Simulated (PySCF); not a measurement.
**C4H9BCl2Si: density, localisation and related maps**

Input file:

```
{"job": {"kind": "nmr", "xc": "PBE0", "basis": "pcSseg-1"}, "charge": 0, "multiplicity": 1}
Cl     3.466364     1.490687    -0.081185
B      2.318896     0.226907    -0.299922
Cl     2.854410    -1.224553    -1.052587
C      0.797194     0.406085     0.120846
C      0.209330    -0.774220     0.913851
C     -1.290647    -0.533424     1.097668
Si    -1.862493     0.246526    -0.543499
C     -0.079678     0.566528    -1.145745
H      0.662562     1.308373     0.727106
H      0.367064    -1.693061     0.346761
H      0.716133    -0.882445     1.875039
H     -1.797883    -1.460293     1.356890
H     -1.451017     0.154985     1.927788
H     -2.588348    -0.674299    -1.420738
H     -2.618505     1.486445    -0.346738
H      0.211755    -0.176279    -1.888864
H      0.077864     1.544069    -1.596580
```

Launched as:

```sh
OMP_NUM_THREADS=1 python probes_run.py task.json out
```

Geometry: GFN2-xTB.

All numbers below come from PBE0/pcSseg-1, SCF density, gas phase, non-relativistic in PySCF.

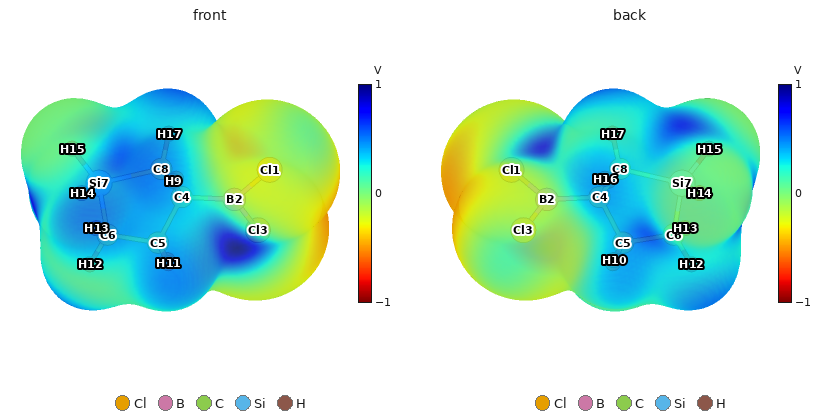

Figure 1. The molecular electrostatic potential painted on the density surface at 0.001 e/bohr³, seen from the front and from behind; the colour scale runs from red (negative) to blue (positive).

Question: Which sites attract a positive test charge, and which a negative one?

Answer: A positive charge is drawn to the negative regions and a negative charge to the positive ones. The most negative region (about −0.5 V) lies over Cl1 and Cl3, the most positive (about +0.8 V) over B2.

Question: What dipole moment does the calculation give?

Answer: Its dipole moment is 1.40 D.

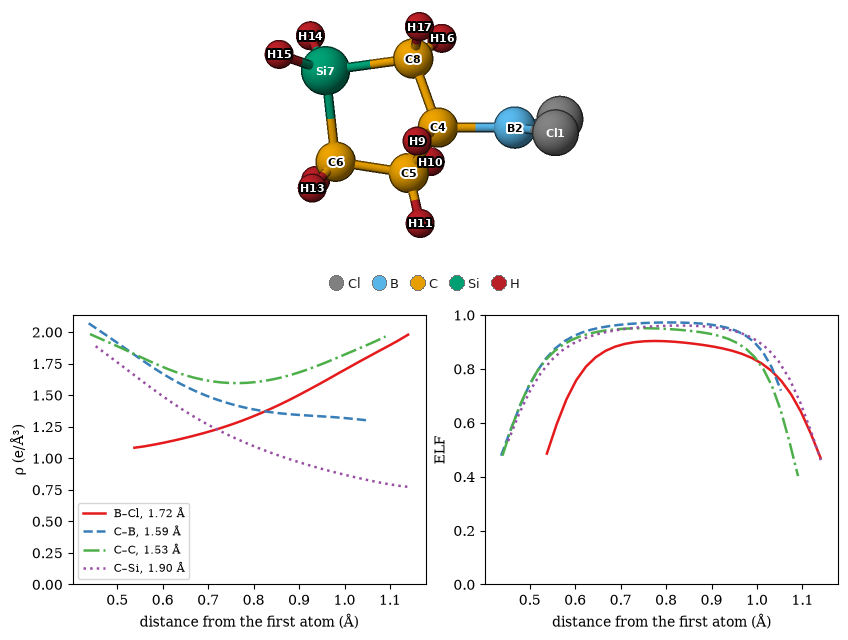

Figure 2. Total electron density and electron localisation function along straight lines between neighbouring atoms. The curves leave out the atomic cores. The structure is drawn too.

Question: What can be read from the curves?

Answer: B–Cl (1.72 Å): the density is about 1.4 e/Å³ at the midpoint; the ELF peaks at about 0.90 between the atoms, as expected for a shared but strongly polarised pair.
C–B (1.59 Å): ρ at the midpoint is about 1.4 e/Å³; the ELF peaks at about 1 between the atoms, as expected for localised, covalent bonding.
C–C (1.53 Å): the density is about 1.6 e/Å³ at the midpoint; the ELF peaks at about 0.95 between the atoms (localised, covalent bonding).
C–Si (1.90 Å): ρ is about 0.91 e/Å³ halfway; the ELF peaks at about 0.95 between the atoms (localised, covalent bonding).
